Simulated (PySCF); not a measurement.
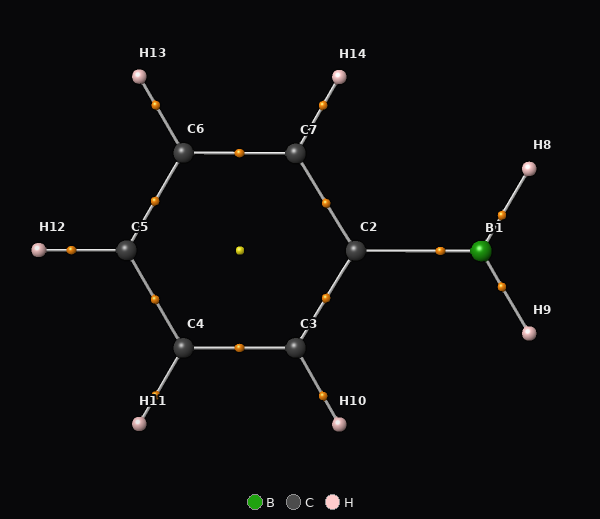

Figure. C$_{6}$H$_{7}$B, SMILES `Bc1ccccc1`. Molecular graph of the electron density (QTAIM): bond paths, bond critical points (orange), ring points (yellow, if any); weak paths are dashed.

Level of theory: ωB97X/def2-SVPD (PySCF), at a geometry from GFN2-xTB. No frequency check shows the geometry to be a minimum.

The calculation's input:

```python
import numpy as np
from pyscf import gto, scf, dft
from pyscf.scf import atom_ks, atom_hf
from scipy.linalg import block_diag

def solve(mol, dm0=None, hcore=None):
    mf = (dft.UKS if mol.spin else dft.RKS)(mol, xc='wb97x')
    mf.grids.level = 3
    mf = mf.density_fit(auxbasis='def2-universal-jkfit')
    mf.conv_tol, mf.max_cycle = 1e-8, 80
    if hcore is not None:
        mf.get_hcore = lambda *args: hcore
    mf.kernel(dm0)
    if not mf.converged:
        mf = mf.newton().run(mf.mo_coeff, mf.mo_occ, max_cycle=30)
    assert mf.converged, 'SCF not converged'
    return mf

mol = gto.M(atom='''
B     -2.55860     0.00005     0.00000
C     -1.01442    -0.00004     0.00000
C     -0.28019     1.19512     0.00000
C      1.10135     1.19871     0.00000
C      1.79710     0.00002     0.00000
C      1.10130    -1.19876     0.00000
C     -0.28024    -1.19511     0.00000
H     -3.14547    -1.01160     0.00000
H     -3.14543     1.01174     0.00000
H     -0.81355     2.13511     0.00000
H      1.64199     2.13467     0.00000
H      2.87782    -0.00001     0.00000
H      1.64190    -2.13474     0.00000
H     -0.81364    -2.13508     0.00000
''', basis='def2-svpd', charge=0, spin=0, verbose=4)
mf = solve(mol)
mf.analyze()
# spherically averaged free atoms, for the promolecule
atm = atom_ks.get_atm_nrks(mol, xc='wb97x')
pro = block_diag(*[(atm[a[0]][2] * atm[a[0]][3]) @ atm[a[0]][2].T for a in mol._atom])
np.savez('result.npz', e=mf.e_tot, c=mf.mo_coeff, occ=mf.mo_occ, eps=mf.mo_energy, pro=pro, dip=mf.dip_moment(verbose=0), s2=mf.spin_square()[0])
```

Command:

```sh
OMP_NUM_THREADS=1 python input.py
```

The run took 35 s on 1 thread of Arm Neoverse V2 (shared host), peak memory 0.8 GiB.

Partitions, critical points and surface values were worked out afterwards from this run's density.

**How many critical points of each kind are there, and does the count close?**

14 nuclei, 14 bond, 1 ring and 0 cage critical points: 14 − 14 + 1 − 0 = 1, as the Poincaré–Hopf relation requires.

**What does the calculation give at each kind of bond critical point?**

```csv
bond,length (Å),ρ (a.u.),∇²ρ (a.u.),ε,H (a.u.)
C3–C4 (2 alike),1.382,0.316,−0.82,0.21,−0.307
C4–C5 (2 alike),1.386,0.313,−0.81,0.20,−0.302
C2–C7 (2 alike),1.403,0.304,−0.77,0.15,−0.286
C3–H10 (2 alike),1.081,0.286,−1.10,0.00,−0.314
C5–H12,1.081,0.285,−1.09,0.00,−0.313
C4–H11 (2 alike),1.081,0.284,−1.08,0.01,−0.311
B1–C2,1.544,0.191,−0.13,0.27,−0.210
B1–H8 (2 alike),1.170,0.183,−0.17,0.34,−0.196
```

**What kind of interaction is C2–C7?**

Shared-shell (covalent): ρ = 0.304, ∇²ρ = −0.77, H = −0.286 a.u. Its ellipticity of 0.15 shows that the density isn't cylindrical about the bond.
